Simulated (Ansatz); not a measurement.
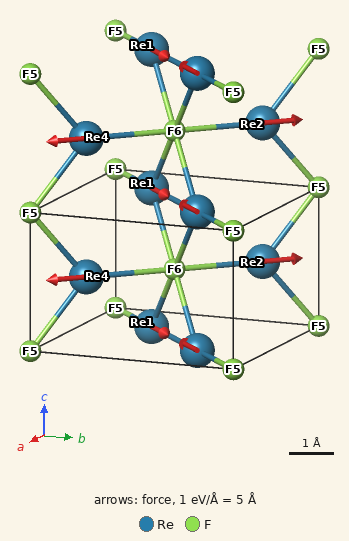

Starting geometry of a crystal of Re2F (built on the rutile_136 type) with the computed forces as red arrows. Style: ball-and-stick. Shown: the cell of the calculation, repeated 1 × 1 × 2 with one cell outlined, slightly off an axis.

Case: anti-rutile type (P4_2/mnm, No. 136).

These are results of DFT PBE, scalar-relativistic, plane waves, PAW (Ansatz 0.2.0), not measurements. Set-up: plane-wave cutoff 420 eV; k-point mesh 8 × 8 × 12; occupations gaussian; smearing width 0.1 eV; no spin polarisation; cell and atoms relaxed; force threshold 0.01 eV/Å; at most 80 steps.

**What follows when this structure is relaxed?**

It isn't relaxed: the largest force vector, on Re atoms, is 0.20 eV/Å. The atoms end up moving mostly along the starting forces (cosine between the two patterns 1.00). The largest moves relative to the cell, 0.13 Å, are those of Re atoms. F stays in place. The drawn cell changes as follows: a = b 5.063 → 4.585 Å (−9.4 %), c 3.261 → 4.344 Å (+33.2 %); the volume changes by +9.2 %. Near-neighbour distances that change, for instance: Re–Re 2.778 → 2.255 Å, F–Re 2.142 → 2.447 Å, F–Re 2.191 → 2.115 Å. Bond angles that change, for instance: F–Re–F 99.1° → 125.1°, Re–F–Re 99.1° → 125.1°, F–Re–F 130.4° → 117.4°. The space group stays P4_2/mnm (No. 136). After 14 accepted moves (17 points after the start) the energy has fallen by 583 meV per atom. Largest force component: 0.14 eV/Å at the start, 0.00088 eV/Å at the end. Pressure: 4.11 GPa at the start and 0.01 GPa at the end. At 3 points the geometry stayed and the basis and grid were re-selected for the new cell (energy shift of 68.8 meV per atom at most each time). The run took 7.2 min on 1 thread of Arm Neoverse V1 (shared host), peak memory 0.56 GiB.
